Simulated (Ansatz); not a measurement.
**Quasi-harmonic thermodynamics of CsH (Fm-3m)**

How much does CsH expand with temperature?

Method: DFT LDA, scalar-relativistic, plane waves, PAW, in Ansatz 0.2.0.

The database entry behind the starting cell differs from later determinations by our own check (0.1 to 0.3 % short, probably kX units), so it need not match the best structure at ambient conditions.

## Step 1: Starting point

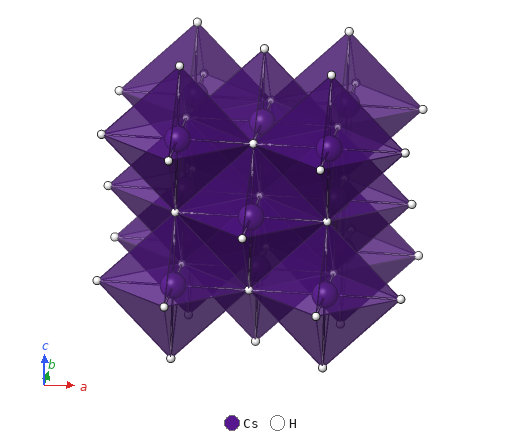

The cell as given, slightly off an axis (caesium purple, hydrogen white). This picture shows the conventional cell, with its axes. Some periodic images of atoms are drawn too.

## Step 2: Probe on a coarse mesh

A cheap single point shows whether the cell is a metal or an insulator and how far it is from rest; that sets the k-mesh and the occupations of what follows.

input.yaml

```yaml
crystal:
  lattice:
    - [0.0, 3.188, 3.188]
    - [3.188, 0.0, 3.188]
    - [3.188, 3.188, 0.0]
  atoms:
    - { symbol: Cs, position: [0.0, 0.0, 0.0] }
    - { symbol: H, position: [0.5, 0.5, 0.5] }
kpoints:
  mp_grid: { grid: [6, 6, 6] }
hamiltonian:
  xc: lda
scf:
  occupations: { method: gaussian, width: 0.1 }
output:
  forces: true
  stress: true
  eigenvalues: true
```

Command:

```
$ ansatz run input.yaml --threads 2 --pin off --max-ram 5120MiB --backend cpu --events-out ev --progress --plain --runs-dir out
```

Numbers of over 12 decimals in the logs are rounded to 6 here.

What it wrote:

```text
Engine: ansatz 0.2.0, aarch64-unknown-linux-gnu
Pseudopotentials: kind: paw
Pseudopotential: Cs, paw, valence charge 9, recommended cutoff 420 eV (normal), Cs.paw.azcp
Pseudopotential: H, paw, valence charge 1, recommended cutoff 420 eV (normal), H.paw.azcp
Functional definition: SPW92
  exchange = slater_x
  correlation = pw_c
Crystal: 2 atoms, lattice volume = 64.801 Å³
Basis set: ecut = 420 eV, 1243 PW (Γ)
Bands: 9, of which v1, the nominal top of the filled ones, is band 5 counted from 1 (4 counted from 0)
Symmetry: 48 space group operations
Space group: Fm-3m (ITA 225), of the structure as read, at distance tolerance 4.0e-5 Å
k-points: 16 of 216
Non-local potential: Cs, projectors of the file, l = 0: 3, l = 1: 2, l = 2: 2, l = 3: 2
Non-local potential: H, projectors of the file, l = 0: 2, l = 1: 1
PAW form: soft (Blöchl's): semilocal exchange-correlation on the pseudo side does not see the compensation charge
PAW frozen core: Cs, regenerated for the run's functional, and the local potential with it (the file was generated under x = pbe(κ = 0.804, μ = 0.219515), c = pbe(β = 0.066725))
PAW one-centre angular grid: Cs, 194 points (default); XC on 64 Gauss nodes
PAW one-centre angular grid: H, 110 points (default); XC on 64 Gauss nodes
Initial density: superposition of atomic densities (neutral atoms: chi_scale 0, normalization atom), corrected by the library's trained network
Initial wavefunctions: pseudopotential atomic-orbital guess
Functional: x = slater, c = lda
SCF iter   1: F=—  HF=-5520.906252 eV  |F-HF|=—  |Δ(HF+E_count)|=         —  Δρ=7.80e-3  dr2=4.28e-2  ethr=1.77e-3  ⟨swp⟩=6.1  Hψ=1154  notcnv=0
preconditioner: auto → none  [insulator: Δε(μ)=1.737 eV  Ē_g=11.232 eV  σ=0.100 eV  W_gap=1.00  n_scr=14 (ndim 8)  ℏωp=13.0 eV  f_vac=0.018  D(μ)=0.00/eV (n_scr^D=0)  ε∞_Penn≈2.3]
SCF iter   2: F=—  HF=-5520.891350 eV  |F-HF|=—  |Δ(HF+E_count)|=   1.49e-2  Δρ=1.45e-3  dr2=1.03e-3  ethr=4.28e-4  ⟨swp⟩=1.8  Hψ=290  notcnv=0
SCF iter   3: F=—  HF=-5520.891123 eV  |F-HF|=—  |Δ(HF+E_count)|=   2.27e-4  Δρ=4.90e-4  dr2=1.04e-4  ethr=1.03e-5  ⟨swp⟩=1.5  Hψ=152  notcnv=0
SCF iter   4: F=—  HF=-5520.891098 eV  |F-HF|=—  |Δ(HF+E_count)|=   2.56e-5  Δρ=4.90e-5  dr2=6.63e-7  ethr=1.04e-6  ⟨swp⟩=1.3  Hψ=169  notcnv=0
SCF iter   5: F=—  HF=-5520.891097 eV  |F-HF|=—  |Δ(HF+E_count)|=   1.04e-7  Δρ=2.61e-6  dr2=2.68e-9  ethr=6.63e-9  ⟨swp⟩=2.3  Hψ=219  notcnv=0
SCF iter   6: F=-5520.891097 eV  HF=-5520.891097 eV  |F-HF|=1.55e-11  |Δ(HF+E_count)|=  3.28e-10  Δρ=8.76e-7  dr2=2.07e-10  ethr=2.68e-11  ⟨swp⟩=2.1  Hψ=481  notcnv=0
SCF 1 converged in 6 iterations: F = -5520.891097 eV  dr2 = 2.07e-10
  greatest PAW one-centre occupation: 0.929 electrons in one spin orbital (limit 2), on the Cs atom at site 0 (counted from 0), in its partial waves of l = 0
SCF converged after 6 iterations
Free energy (F): -5520.891097 eV
Harris-Foulkes:  -5520.891097 eV  (|F-HF|=1.55e-11)
Internal energy: -5520.891097 eV  (E = F + TS)
E sigma→0 (E₀):  -5520.891097 eV
Fermi energy:    4.067602 eV
--- Per-component energies (eV) ---
  E_band       = -62.787021
  E_kinetic    = 154.653147
  E_local      = -266.820969  (includes V_loc(G=0)·N_el)
  E_nonlocal   = 33.754482
  E_hartree    = 88.455080
  E_xc         = -181.247528
  E_vxc        = -137.627841  (∫ρ·V_xc dr)
  E_paw        = -4903.270115  (= ΣΔE_a)
  E_vpaw       = -23.654848  (= ΣTr[D̂ρ^β])
  E_aug_tail   = -0.001022  (compensation charges beyond the density's cutoff)
  E_ewald      = -446.684729
  E_core_change = 0.270556  (= ΣΔE_core)
  E_smearing   = -0.000000  (= −TS)
  E_closure    = 0.000000  (closes the sum)
  Σ components = -5520.891097   (vs F -5520.891097, Δ=0.00e0)
--- Forces (eV/Å), atoms counted from 1 ---
  atom   1  Cs    -0.00000000    -0.00000000    -0.00000000
  atom   2  H      0.00000000    -0.00000000    -0.00000000
  max |Σ_I F_I| component: 1.48e-30 eV/Å
--- Stress (GPa, compression-positive) ---
       -1.251012       0.000000      -0.000000
       -0.000000      -1.251012      -0.000000
        0.000000      -0.000000      -1.251012
  P = ⅓ Tr σ = -1.2510 GPa (-12.510 kbar)
--- Band table (eV; the first three rows and the last of 16) ---
  k-point 0: bands = ["-18.4153", "-4.7951", "-4.7951", "-4.7951", "1.2279", "8.1024", "8.1024", "8.1024", "8.7591"]
  k-point 1: bands = ["-18.3958", "-5.0415", "-4.8198", "-4.8198", "1.6566", "7.2029", "8.2457", "8.2457", "8.5407"]
  k-point 2: bands = ["-18.3563", "-5.4725", "-4.8683", "-4.8683", "2.5412", "5.7691", "7.9080", "7.9080", "9.0629"]
  k-point 15: bands = ["-18.3110", "-5.4311", "-5.2007", "-5.1117", "2.2155", "6.4649", "7.6221", "8.4617", "11.2913"]
```

It took 0.76 s on 2 threads of Arm Neoverse V2, shared host; peak memory 0.27 GiB; 0.87 s of CPU time.

The column dr2 measures how far the density is from self-consistency, as an energy; F and HF (Harris–Foulkes) agree once it is small.

Numbers from this step:

| Quantity | Value |
| --- | --- |
| pressure | -1.251 GPa |
| gap on the k-mesh | 1.954 eV |
| volume per atom | 32.40 Å³ |

The start is under -1.3 GPa at this level and looks like an insulator or semiconductor on this mesh.

## Step 3: Relaxation

Phonons are second derivatives about a minimum, so cell and atoms are relaxed first, inside the symmetry of the start.

input.yaml, the sections that differ from step 2:

```yaml
kpoints:
  mp_grid: { grid: [8, 8, 8] }
scf:
  occupations: { method: gaussian, width: 0.02 }
relax:
  adjacent_minimum: "off"
  f_tol: 0.005
  max_steps: 80
  cell: { stress_tol: 0.05 }
# crystal, hamiltonian, output: as in step 2
```

What it wrote:

```text
[...]
Crystal: 2 atoms, lattice volume = 64.801 Å³
Basis set: ecut = 420 eV, 1243 PW (Γ)
Bands: 9, of which v1, the nominal top of the filled ones, is band 5 counted from 1 (4 counted from 0)
Symmetry: 48 space group operations
[...]
k-points: 29 of 512
[...]
SCF iter   1: F=—  HF=-5520.906369 eV  |F-HF|=—  |Δ(HF+E_count)|=         —  Δρ=7.80e-3  dr2=4.28e-2  ethr=1.77e-3  ⟨swp⟩=6.6  Hψ=2210  notcnv=0
[...]
SCF iter   6: F=-5520.891171 eV  HF=-5520.891171 eV  |F-HF|=4.27e-11  |Δ(HF+E_count)|=  7.64e-11  Δρ=5.48e-7  dr2=8.34e-11  ethr=3.08e-11  ⟨swp⟩=1.6  Hψ=815  notcnv=0
SCF 1 converged in 6 iterations: F = -5520.891171 eV  dr2 = 8.34e-11
[...]
relax step   1: F+E_penalty+E_count = -5520.89117086 eV  Δ(F+E_penalty+E_count) = +0.000e0 eV  max|allowed force component| = 6.574e-31 eV/Å  Δτ_max = 0.0000 Å  P = -1.252 GPa  Ω = 64.801 Å³  (6 SCF iters, dr2 threshold 1.00e-7 eV, accepted)
Crystal: 2 atoms, lattice volume = 60.883 Å³
[...]
iter 1 solved again at ethr=7.62e-5 eV; its pass at ethr=3.10e-3 eV (dr2=7.62e-3 eV) is discarded
[...]
SCF iter   4: F=-5520.916484 eV  HF=-5520.916484 eV  |F-HF|=5.28e-8  |Δ(HF+E_count)|=   6.63e-6  Δρ=1.20e-5  dr2=9.91e-8  ethr=2.00e-9  ⟨swp⟩=4.3  Hψ=1561  notcnv=0
SCF 2 converged in 4 iterations: F = -5520.916484 eV  dr2 = 9.91e-8
relax step   2: F+E_penalty+E_count = -5520.91648353 eV  Δ(F+E_penalty+E_count) = -2.531e-2 eV  max|allowed force component| = 2.794e-31 eV/Å  Δτ_max = 0.0000 Å  P = -0.745 GPa  Ω = 60.883 Å³  energy of the carried Pulay correction = +5.641e-4 eV  (4 SCF iters, dr2 threshold 2.00e-7 eV, accepted)
Crystal: 2 atoms, lattice volume = 55.912 Å³
Basis set: ecut = 420 eV, 1067 PW (Γ)
[...]
SCF iter   5: F=-5520.927009 eV  HF=-5520.927010 eV  |F-HF|=1.05e-7  |Δ(HF+E_count)|=   1.92e-8  Δρ=1.32e-5  dr2=1.20e-7  ethr=2.00e-9  ⟨swp⟩=6.3  Hψ=1456  notcnv=0
SCF 3 converged in 5 iterations: F = -5520.927009 eV  dr2 = 1.20e-7
relax step   3: F+E_penalty+E_count = -5520.92700946 eV  Δ(F+E_penalty+E_count) = -1.053e-2 eV  max|allowed force component| = 1.759e-30 eV/Å  Δτ_max = 0.0000 Å  P = +0.178 GPa  Ω = 55.912 Å³  energy of the carried Pulay correction = +1.332e-3 eV  (5 SCF iters, dr2 threshold 2.00e-7 eV, accepted)
[...]
relax step   4: F+E_penalty+E_count = -5520.92730963 eV  Δ(F+E_penalty+E_count) = -3.002e-4 eV  max|allowed force component| = 3.336e-30 eV/Å  Δτ_max = 0.0000 Å  P = -0.017 GPa  Ω = 56.808 Å³  energy of the carried Pulay correction = +1.189e-3 eV  (4 SCF iters, dr2 threshold 7.96e-8 eV, accepted)
[...]
SCF iter   4: F=-5520.926459 eV  HF=-5520.926459 eV  |F-HF|=5.46e-12  |Δ(HF+E_count)|=   3.05e-9  Δρ=1.69e-7  dr2=1.05e-11  ethr=1.00e-12  ⟨swp⟩=5.0  Hψ=1203  notcnv=0
SCF 5 converged in 4 iterations: F = -5520.926459 eV  dr2 = 1.05e-11
relax step   5: F+E_penalty+E_count = -5520.92645853 eV  Δ(F+E_penalty+E_count) = +8.511e-4 eV  max|allowed force component| = 2.482e-30 eV/Å  Δτ_max = 0.0000 Å  P = -0.030 GPa  Ω = 56.808 Å³  stress off target by 2.96e-2 GPa  SCF on the basis re-selected at this cell (its energy is not comparable with the rows above)  (4 SCF iters)
basis re-selected at this cell: Δ(F+E_penalty+E_count) = +8.511e-4 eV, ΔP = -0.012 GPa vs the last step (what re-selecting the basis moved, of the pressure what is left beyond the Pulay correction that the steps carried, after the strain that the cell walked since its last selection, with what the two solves' SCF thresholds leave and, on support functions, any second-order correction that the steps lacked; it is no measure of the basis error at this ecutwfc). The dense FFT grid was sized anew with the basis: this SCF ran on 30×30×30 points, the steps before it on 32×32×32, so part of this shift can come from that change (see relax.cell in the input reference). [rest of the remark cut]
SCF converged after 4 iterations
Free energy (F): -5520.926459 eV
[...]
Internal energy: -5520.926459 eV  (E = F + TS)
E sigma→0 (E₀):  -5520.926459 eV
Fermi energy:    5.103283 eV
[...]
--- Stress (GPa, compression-positive) ---
       -0.029582      -0.000000      -0.000000
       -0.000000      -0.029582      -0.000000
       -0.000000      -0.000000      -0.029582
  P = ⅓ Tr σ = -0.0296 GPa (-0.296 kbar)
--- Band table (eV; the first three rows and the last of 29) ---
[...]
--- Relaxed structure (4 steps of the walk, 4 accepted, 1 SCFs on fresh bases) ---
  F+E_penalty+E_count = -5520.92645853 eV   max|allowed force component| = 2.482e-30 eV/Å   (the final SCF, on the basis selected at the relaxed cell)
  cell:  # Å, volume = 56.8077 Å³
    - [0, 3.051118, 3.051118]
    - [3.051118, 0, 3.051118]
    - [3.051118, 3.051118, 0]
  atoms:
    - { symbol: Cs, position: [0, 0, 0] }
    - { symbol: H, position: [0.500000, 0.500000, 0.500000] }
```

It took 5 s on 2 threads; peak memory 0.31 GiB.

Step by step:

```csv
step,energy less that of the first step (eV),largest force component (eV/Å),pressure (GPa),volume (Å³)
1,0.0000,0.0000,-1.25,64.80
2,-0.0253,0.0000,-0.75,60.88
3,-0.0358,0.0000,0.18,55.91
4,-0.0361,0.0000,-0.02,56.81
5*,-0.0353,0.0000,-0.03,56.81
```

Relaxation steps marked * repeat the geometry before them on a plane-wave basis chosen anew for their cell, so energy and pressure can jump there.

Forces are held to the 48 operations that the run works with; a distortion that breaks them can't arise in this run.

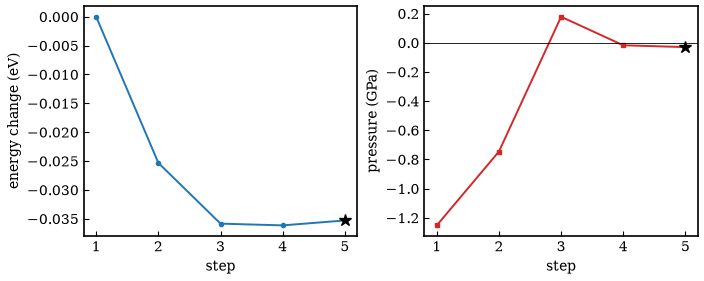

Energy and pressure along the relaxation. Stars mark steps on a basis chosen anew.

```csv
"conventional cell, symmetrised",before,after,change
a (Å),6.376,6.102,-4.3 %
b (Å),6.376,6.102,-4.3 %
c (Å),6.376,6.102,-4.3 %
volume (Å³/atom),32.40,28.40,-12.3 %
```

Final coordinates:

```xyz
2
Lattice="0.0000 3.0511 3.0511 3.0511 0.0000 3.0511 3.0511 3.0511 0.0000" Properties=species:S:1:pos:R:3 pbc="T T T"
Cs    0.0000    0.0000    0.0000
H     3.0511    3.0511    3.0511
```

Numbers from this step:

| Property | Result |
| --- | --- |
| pressure | -0.02958 GPa |
| gap on the k-mesh | 1.755 eV |
| volume per atom | 28.40 Å³ |

The relaxation ends with a pressure of -0.03 GPa.

## Step 4: A second relaxation

The relaxation is run once more from where the first one ended, as the script does after a large change of volume or of the gap, with mesh and occupations reviewed.

Edit input.yaml of step 3 so:

```diff
@@ -2,5 +2,5 @@
   lattice:
-    - [0.0, 3.188, 3.188]
-    - [3.188, 0.0, 3.188]
-    - [3.188, 3.188, 0.0]
+    - [0.0, 3.0511182494, 3.0511182494]
+    - [3.0511182494, 0.0, 3.0511182494]
+    - [3.0511182494, 3.0511182494, 0.0]
   atoms:
```

What it wrote:

```text
[...]
Crystal: 2 atoms, lattice volume = 56.808 Å³
Basis set: ecut = 420 eV, 1067 PW (Γ)
Bands: 9, of which v1, the nominal top of the filled ones, is band 5 counted from 1 (4 counted from 0)
Symmetry: 48 space group operations
[...]
k-points: 29 of 512
[...]
P = ⅓ Tr σ = -0.0296 GPa (-0.296 kbar)
--- Band table (eV; the first three rows and the last of 29) ---
[...]
--- Relaxed structure (1 steps of the walk, 1 accepted, 1 SCFs on fresh bases) ---
[...]
cell:  # Å, volume = 56.8077 Å³
    - [0.0, 3.0511182494, 3.0511182494]
    - [3.0511182494, 0.0, 3.0511182494]
    - [3.0511182494, 3.0511182494, 0.0]
  atoms:
    - { symbol: Cs, position: [0.0, 0.0, 0.0] }
    - { symbol: H, position: [0.500000, 0.500000, 0.500000] }
[key lines of the parts left out:]
SCF converged after 3 iterations
Free energy (F): -5520.926459 eV
Fermi energy:    5.103285 eV
```

Run time: 1.9 s. Hardware: 2 threads; peak memory 0.29 GiB.

Little changed from the start: no atom moved by 0.005 Å and no cell edge by 0.1 %.

## Step 5: Tight relaxation

The relaxation is repeated with tighter thresholds on force and stress, since phonons are sensitive to what is left; a change of mesh or smearing in the input moves the cell too.

input.yaml, the sections that differ from step 4:

```yaml
scf:
  occupations: { method: fixed }
relax:
  adjacent_minimum: "off"
  f_tol: 0.001
  max_steps: 60
  cell: { stress_tol: 0.01 }
# crystal, kpoints, hamiltonian, output: as in step 4
```

What it wrote:

```text
[...]
Crystal: 2 atoms, lattice volume = 56.808 Å³
Basis set: ecut = 420 eV, 1067 PW (Γ)
Bands: 9, of which v1, the nominal top of the filled ones, is band 5 counted from 1 (4 counted from 0)
Symmetry: 48 space group operations
[...]
k-points: 29 of 512
[...]
-0.000000      -0.000000      -0.000307
  P = ⅓ Tr σ = -0.0003 GPa (-0.003 kbar)
--- Band table (eV; the first three rows and the last of 29) ---
[...]
--- Relaxed structure (3 steps of the walk, 3 accepted, 1 SCFs on fresh bases) ---
[...]
cell:  # Å, volume = 56.6681 Å³
    - [0, 3.048618, 3.048618]
    - [3.048618, 0, 3.048618]
    - [3.048618, 3.048618, 0]
  atoms:
    - { symbol: Cs, position: [0, 0, 0] }
    - { symbol: H, position: [0.5, 0.5, 0.5] }
[key lines of the parts left out:]
SCF converged after 5 iterations
Free energy (F): -5520.926470 eV
Fermi energy:    4.248821 eV
```

The job ended after 3.3 s (2 threads; peak memory 0.29 GiB; 4.3 s of CPU time).

Little changed from the start: no atom moved by 0.005 Å and no cell edge by 0.1 %.

Numbers from this step:

```
pressure          : -3.07e-4 GPa
gap on the k-mesh : 1.751 eV
volume per atom   : 28.33 Å³
```

The residual pressure is -3.1e-4 GPa, small enough for phonons.

## Step 6: A faulty attempt

This input was changed on purpose, to see how the program answers.

input.yaml

```yaml
crystal:
  lattice:
    - [0.0, 3.0486175218, 3.0486175218]
    - [3.0486175218, 0.0, 3.0486175218]
    - [3.0486175218, 3.0486175218, 0.0]
  atoms:
    - { symbol: Cs, position: [0.0, 0.0, 0.0] }
    - { symbol: H, position: [0.5, 0.5, 0.5] }
kpoints:
  mp_grid: { grid: [8, 8, 8] }
hamiltonian:
  xc: lda
scf:
  occupations: { method: fixed }
  max_iter: 60
output:
  eigenvalues: true
phonons:
  method: dfpt
  qmesh: [4, 4, 4]
  thermal_expansion: { pressure: "5 eV" }
```

What it wrote:

```text
Error: YAML parse error: error: line 21 column 34: expected [pressure], got [energy] (`eV`)
  --> <input>:21:34
   |
19 |   method: dfpt
20 |   qmesh: [4, 4, 4]
21 |   thermal_expansion: { pressure: "5 eV" }
   |                                  ^ expected [pressure], got [energy] (`eV`)
```

Run time: 0.01 s. Hardware: 2 threads; peak memory 0.05 GiB.

The program refused the input before any cycle.

The program's message: “Error: YAML parse error: error: line 21 column 34: expected [pressure], got [energy] (`eV`)
  --> <input>:21:34
   |
19 |   method: dfpt
20 |   qmesh: [4, 4, 4]
21 |   thermal_expansion: { pressure: " …”

The fault put into the input: a pressure in the wrong unit.

(Part 1 of 3 ends here.)

[Logs are printed without paths, hosts, clocks, repeated set-up lines and the standing remarks that a program may print on its own settings, such as how far it seeks lower states.]

[Hosts, paths, dates, database ids (printed as entryN), source tags and the programs' standing remarks are cut or masked in the printed files.]

[A step with changed settings may run another functional than the one named; its input shows which.]
